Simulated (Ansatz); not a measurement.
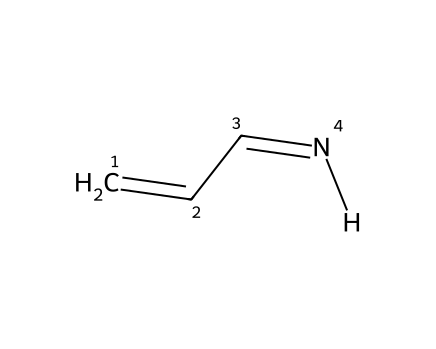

A structural formula, with wedges where it has stereocentres; small numbers name the atoms. The configuration is that of a computed structure (PBE0-D4/def2-TZVP).

> Give the R/S and E/Z labels.

C3=N4: Z.

> Write the isomeric SMILES.

[H]/N=C\C=C
